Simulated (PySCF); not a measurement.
System: MoBr (sextet).

```tsv
atom	x (Å)	y (Å)	z (Å)
Mo	0.0000	0.0000	-1.0903
Br	0.0000	0.0000	1.3527
```

Core potentials replace the inner electrons of Mo.

Method: PySCF 2.14.0, PBE0/def2-TZVPP, non-relativistic Hamiltonian with scalar-relativistic core potentials where named, at a bond length of 2.443 Å.

What will maps of the electron density, electron localisation function and spin density show?

Mo–Br (2.44 Å): ρ is about 0.58 e/Å³ halfway; the ELF peaks at about 0.75 in the valence shell of Br, 1.0 Å from its nucleus, and is about 0.45 at the midpoint.
The unpaired spin (5 electrons) lies mostly on Mo1 (about 4.9) and Br2 (about 0.1), in electrons by Hirshfeld's partition.

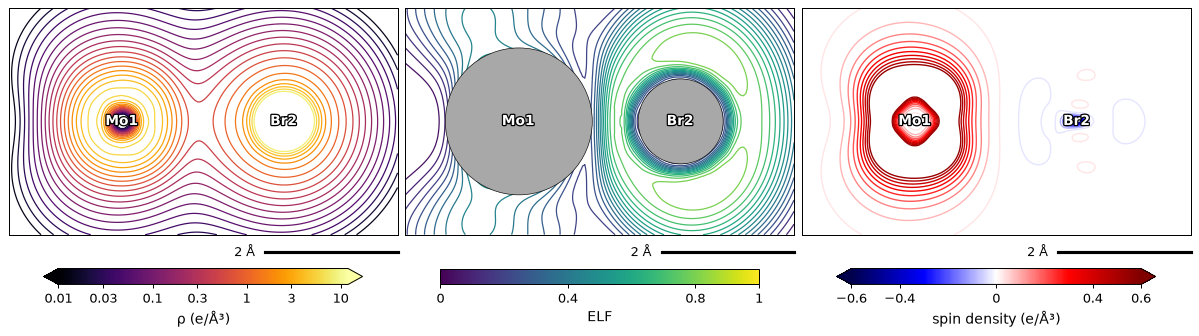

Computed electron density, electron localisation function and spin density on a plane that holds the molecular axis, in this order. Grey discs cover the atomic cores in the ELF map. 
